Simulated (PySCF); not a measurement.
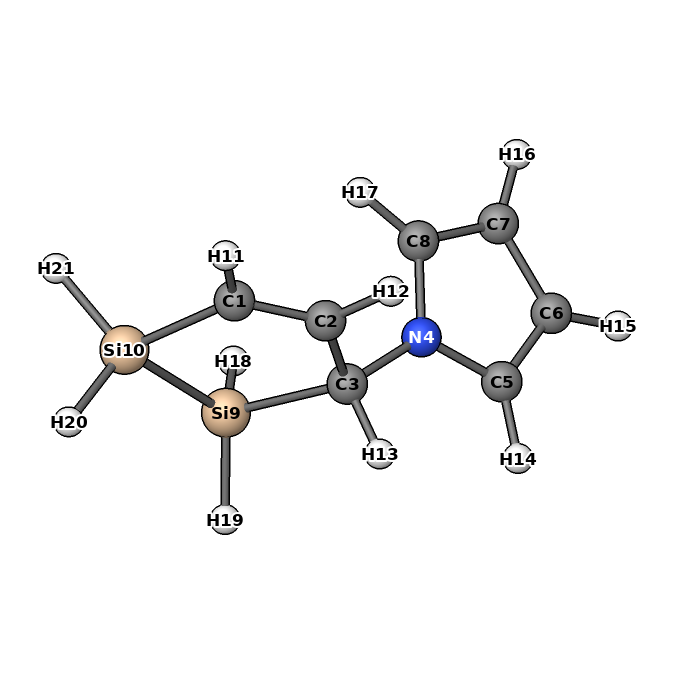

The questions are on isotropic NMR shieldings of the Si atoms. The computed structure is the end point of a GFN2-xTB optimisation. No frequency run is at hand to confirm it as a minimum. Properties computed with GIAO PBE0/pcSseg-1 NMR shielding, non-relativistic, gas phase (PySCF 2.14.0).

Give the isotropic NMR shieldings of the Si atoms atom by atom.

```json
{"atom": "Si9", "σ (ppm)": "411.5"}
{"atom": "Si10", "σ (ppm)": "420.0"}
```

The geometry is semi-empirical. Around Si such bond lengths and angles can be off by a tenth of an ångström or more and by several degrees, and values that hang on the shape move with them.
